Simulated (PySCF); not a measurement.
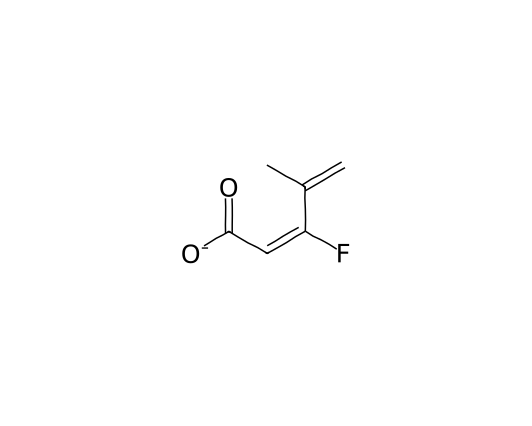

2D structure. State: charge −1, singlet.

**Give its SMILES.**

C=C(C)/C(F)=C\C(=O)[O-]

**Give the formula, hydrogens included.**

C6H6FO2, charge -1.

**An optimisation with GFN2-xTB gave a structure of which point group?**

Cs. Other conformers may differ.

The parts below concern this one geometry. Atoms keep their numbers from picture to picture. Computed geometry: GFN2-xTB optimisation. No frequency run is at hand to confirm it as a minimum.

### NMR shielding

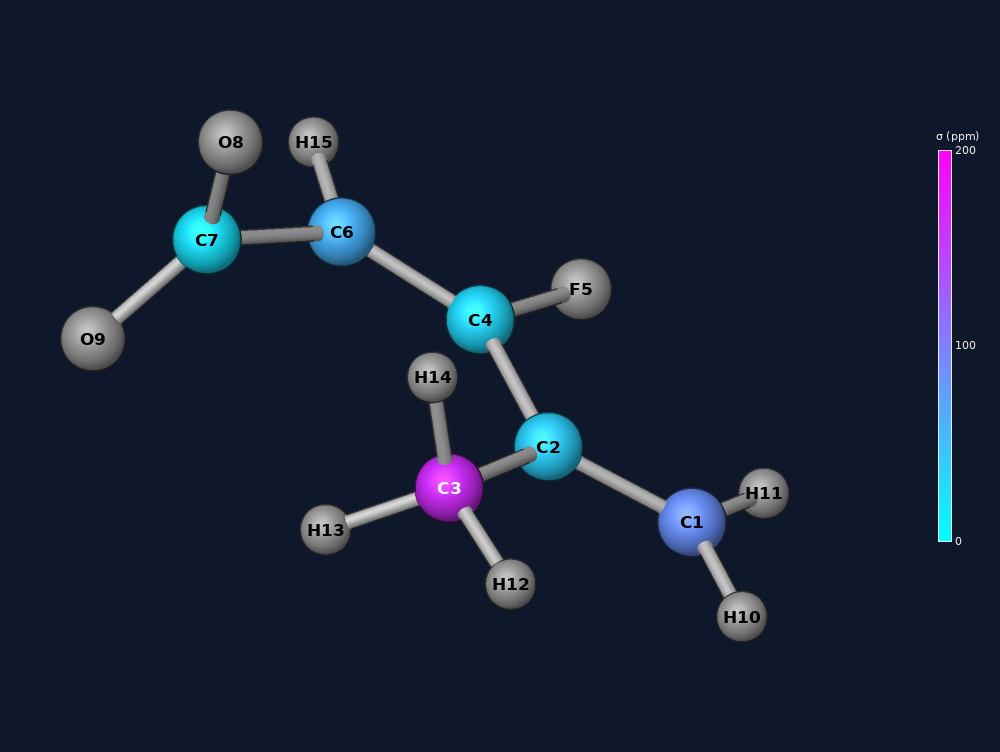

Atoms are coloured by their isotropic NMR shieldings (C only, the others grey). No frequency run is at hand to confirm it as a minimum. Method: GIAO PBE0/pcSseg-1 NMR shielding, non-relativistic, gas phase (PySCF 2.14.0).

Give the isotropic NMR shieldings of the C atoms atom by atom.

| atom | σ (ppm) |
| --- | --- |
| C1 | 84.7 |
| C2 | 35.6 |
| C3 | 165.2 |
| C4 | 27.6 |
| C6 | 57.0 |
| C7 | 20.3 |

### Quadrupole coupling

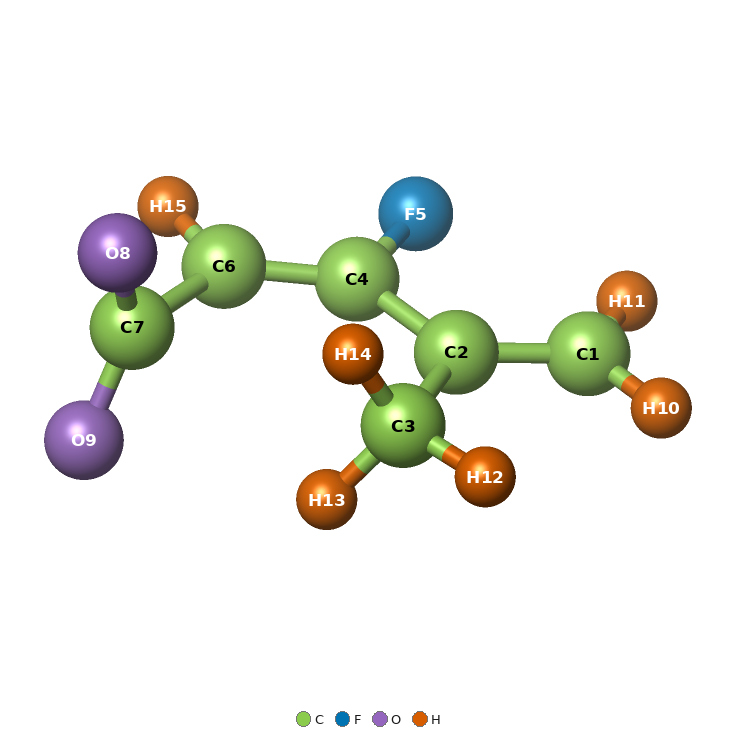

No frequency run is at hand to confirm it as a minimum. Electric field gradients from the ground-state density, PBE0/pcSseg-1 (PySCF 2.14.0), non-relativistic apart from any core potentials.

Give the largest field-gradient component, the quadrupole coupling constant and the asymmetry for 17O at O8 (Q = −25.6 mb), 2H at H10 (Q = 2.86 mb), 2H at H11 (Q = 2.86 mb), 2H at H12 (Q = 2.86 mb), 2H at H13 (Q = 2.86 mb).

```csv
atom,V_zz (a.u.),e²qQ/h (MHz),η
O8,−1.343,8.08,0.32
H10,0.342,0.230,0.08
H11,0.341,0.229,0.06
H12,0.317,0.213,0.04
H13,0.302,0.203,0.04
```

### Bond orders

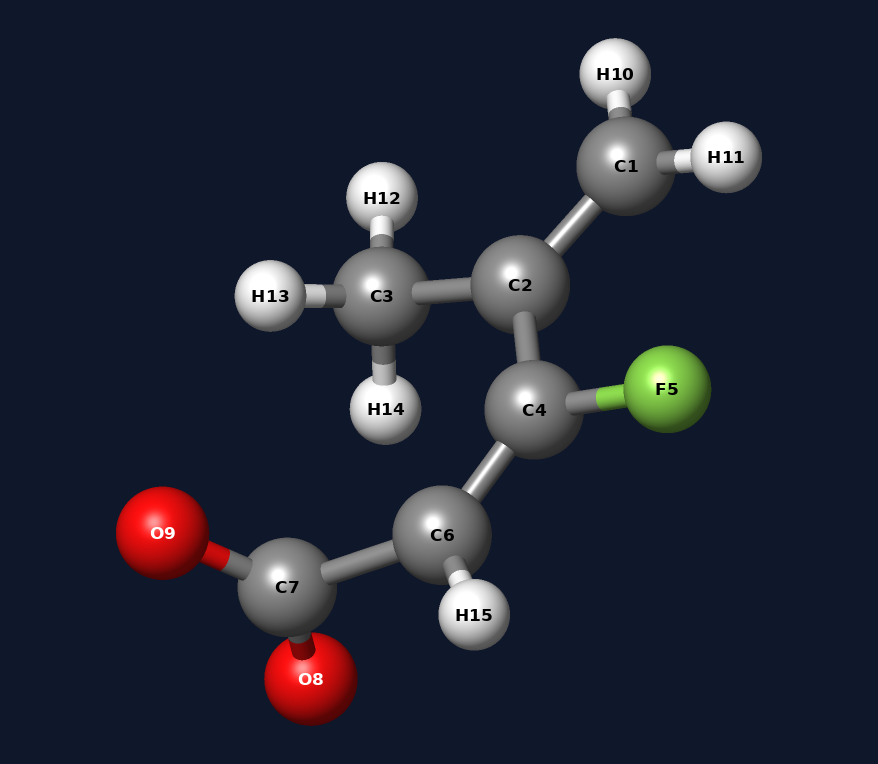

Every bond is drawn as one stick. No frequency run is at hand to confirm it as a minimum. Method: PBE0/pcSseg-1 (PySCF 2.14.0).

List the Mayer bond orders of C1–C2, C1–H10, C1–H11, C2–C3, C2–C4, C3–H12, C3–H13, C4–F5, C4–C6, C6–C7, C6–H15, C7–O8 (one bond of each equivalent set).

```csv
bond,Mayer order,length (Å)
C1–C2,1.90,1.334
C1–H10,0.94,1.078
C1–H11,0.93,1.077
C2–C3,1.08,1.495
C2–C4,1.05,1.454
C3–H12,0.95,1.089
C3–H13,0.92,1.089
C4–F5,0.84,1.402
C4–C6,1.81,1.325
C6–C7,0.86,1.567
C6–H15,0.91,1.083
C7–O8,1.72,1.234
```
